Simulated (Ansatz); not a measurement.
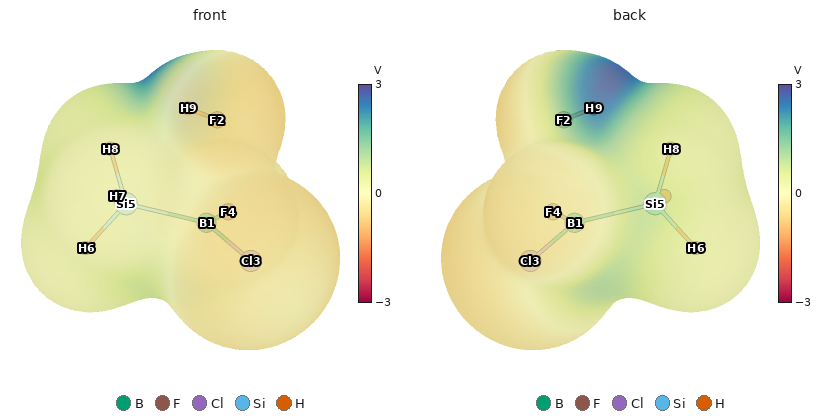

Figure 1: BClFH3Si···HF. The electrostatic potential painted on the density surface at 0.001 e/bohr³, seen from the front and from behind; the colour scale runs from red (negative) to blue (positive).

Not at a stationary point (largest force 0.8 eV/Å).

Method: RKS B3LYP-D4/6-31G* in Ansatz.

```csv
atom,x (Å),y (Å),z (Å)
B,0.0765,-0.4958,-0.3467
F,0.6734,0.2135,1.9985
Cl,1.2875,0.3235,-1.3491
F,-1.1205,0.0671,-0.2678
Si,0.4308,-2.2533,0.4819
H,-0.0509,-3.3714,-0.3766
H,1.8687,-2.4543,0.7860
H,-0.3321,-2.3517,1.7683
H,0.0713,-0.3993,2.3629
```

Which sites attract a positive test charge, and which a negative one?

Answer. A positive charge is drawn to the negative regions and a negative charge to the positive ones. The most negative region (about −0.6 V) lies over F2 and Cl3, the most positive (about +2.7 V) over H9.
